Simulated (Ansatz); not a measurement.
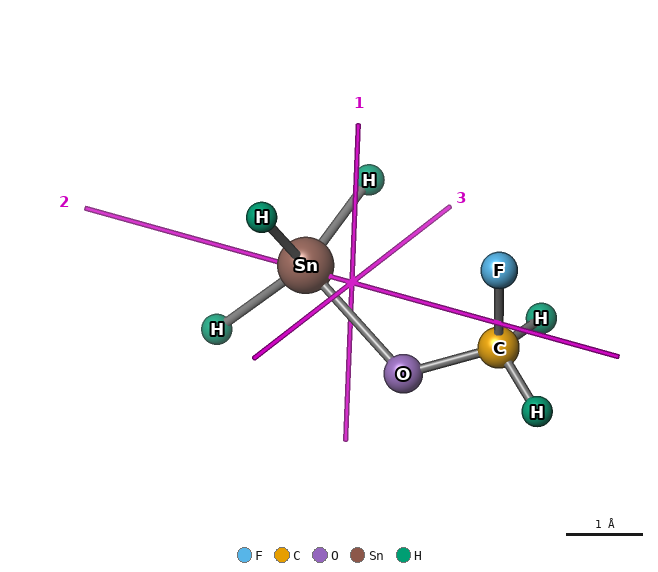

The three principal axes of inertia are drawn and numbered. Distant atoms are faded towards the background colour. Computed geometry: PBE0-D4/def2-TZVP optimisation. No frequency run is at hand to confirm it as a minimum. Masses are those of the most abundant isotopes; constants are for the rigid equilibrium geometry.

### Which line is the a axis (least moment of inertia), which b and which c?

a is line 2, b is line 1, c is line 3; the moments are 45.4, 253, 283 u Å².

### Classify the rotor and give the rotational constants (MHz).

An asymmetric top (C1): A = 11142, B = 1996, C = 1786 MHz. Ray's parameter κ is −0.96, close to the prolate limit.
